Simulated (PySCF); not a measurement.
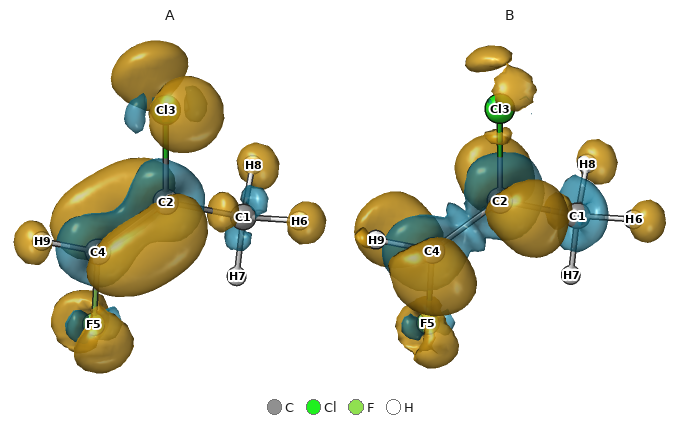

Figure 1: C3H4ClF, SMILES `C/C(Cl)=C\F`. The two Fukui functions at ±0.04 e/Å³ (yellow positive, teal negative).

PySCF calculation, ωB97X/cc-pVDZ, gas phase; geometry: GFN2-xTB. No frequency check shows the geometry to be a minimum. GFN2-xTB bond lengths at metals and heavier atoms can be off by up to 0.1 Å and shapes distorted, which carries into these values.

Geometry (Å), atoms numbered from 1:

```
C1      -0.1766   -1.6300   -0.0001
C2       0.0188   -0.1544   -0.0001
Cl3      1.6583    0.3929    0.0001
C4      -0.9405    0.7600   -0.0002
F5      -2.2374    0.4043    0.0002
H6       0.2905   -2.0705    0.8794
H7      -1.2387   -1.8602    0.0025
H8       0.2858   -2.0700   -0.8820
H9      -0.8023    1.8293   -0.0006
```

**Which panel is f⁻ (electron removed) and which f⁺ (electron added)?**

A is f⁻, B is f⁺. f⁻ (Hirshfeld-condensed) is largest on Cl3 (0.28) and C4 (0.20); the vertical ionisation energy is 9.41 eV. f⁺ (Hirshfeld-condensed) is largest on C4 (0.23), C2 (0.17) and Cl3 (0.17); the vertical electron affinity is −2.58 eV (the stability of the anion's solution wasn't checked; negative, but this basis has no diffuse functions, so it doesn't show that the anion is unbound).

**What chemical potential and hardness follow from the two energies?**

μ = −(I + A)/2 = −3.42 eV and η = I − A = 11.99 eV.
